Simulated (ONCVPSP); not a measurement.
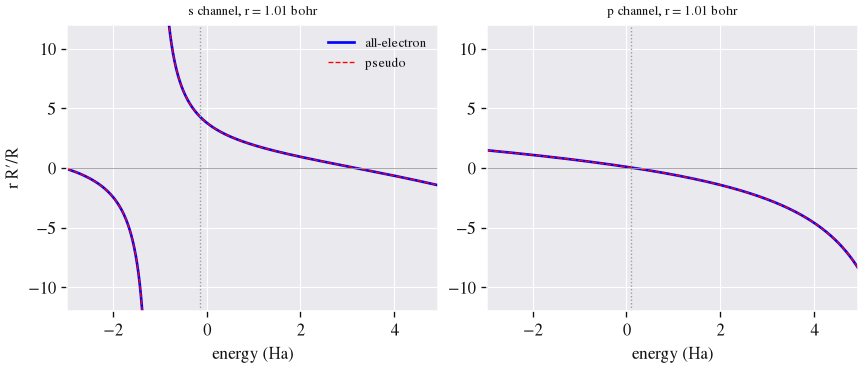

Logarithmic derivatives r R′/R at the test radius against energy, all-electron atom (solid) and pseudo-atom (dashed). Here R(r) is the radial function. The dotted line marks the reference energy of the channel.

Input of ONCVPSP 4.0.1:

```
# ATOM AND REFERENCE CONFIGURATION
# atsym  z   nc   nv     iexc    psfile
  Li 3.00    0    2  -109134      upf
#
#   n    l    f
    1    0    2.00
    2    0    0.75
#
# PSEUDOPOTENTIAL AND OPTIMIZATION
# lmax
    1
#
#   l,   rc,      ep,       ncon, nbas, qcut
    0    1.00    0.00    4    8   13.00
    1    1.00    0.09    4    8    7.90
#
# LOCAL POTENTIAL
# lloc, lpopt,  rc(5),   dvloc0
    4    5    0.90    0.00
#
# VANDERBILT-KLEINMAN-BYLANDER PROJECTORs
# l, nproj, debl
    0    2    3.80
    1    3    2.30
#
# MODEL CORE CHARGE
# icmod, fcfact, rcfact
    0    0.00    0.00
#
# LOG DERIVATIVE ANALYSIS
# epsh1, epsh2, depsh
   -3.00    5.00    0.02
#
# OUTPUT GRID
# rlmax, drl
    6.00    0.01
#
# TEST CONFIGURATIONS
# ncnf
    4
# nvcnf
#   n    l    f
    2
    1    0    2.00
    2    0    1.00
#
    2
    1    0    2.00
    2    0    0.00
#
    2
    1    0    2.00
    2    0    0.50
#
    2
    1    0    1.00
    2    0    1.00
#
```

Command:
```bash
oncvpspnr.x < Li.dat > Li.out
```

Functional and relativity: PW91, non-relativistic.

> Is there a sign of a ghost state?

The plot shows none: pseudo and all-electron curves have the same branches in all channels drawn. The separate test gives: no bound ghost flagged; no localised positive-energy state flagged (flags above 300 eV left out).

> Where are the poles, the energies at which the radial function vanishes at the test radius?

s: all-electron at -1.1 Ha, pseudo at -1.1 Ha; p: all-electron at no energy in the range, pseudo at no energy in the range.

> Where do the curves cross zero?

s: all-electron 3.2 Ha, pseudo 3.2 Ha; p: all-electron 0.2 Ha, pseudo 0.2 Ha.
